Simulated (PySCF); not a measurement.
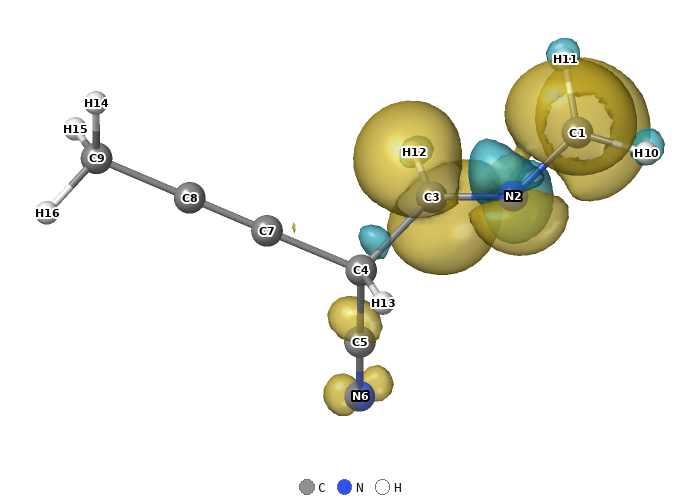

The picture shows: C7H7N2 (SMILES [CH2]/N=C/[C@H](C#N)C#CC) (doublet). Isosurfaces of the spin density at +0.02 (yellow) and −0.02 e/Å³ (cyan), seen at a tilt.

Geometry: GFN2-xTB.

These are results of UKS B3LYP, pcH-1 on C H N, non-relativistic, mean-field spin-orbit, GIAO in PySCF, not measurements.

```xyz
16

C     3.5380    0.5529    0.0921
N     2.5126   -0.1463    0.4415
C     1.3417   -0.2569   -0.0965
C     0.2295   -0.8795    0.6992
C     0.0417   -2.2341    0.2071
N    -0.0950   -3.2878   -0.2134
C    -1.0230   -0.1500    0.5386
C    -2.0519    0.4392    0.3657
C    -3.2904    1.1623    0.1930
H     4.4867    0.3073    0.5366
H     3.4813    1.4089   -0.5733
H     1.1349   -0.0216   -1.1391
H     0.5130   -0.9271    1.7583
H    -3.1704    2.1922    0.5280
H    -3.5772    1.1608   -0.8580
H    -4.0792    0.6885    0.7763
```

**Describe the spin distribution.**

The unpaired spin (1 electron) lies mostly on C1 (about 0.4) and C3 (about 0.4), in electrons by Hirshfeld's partition.
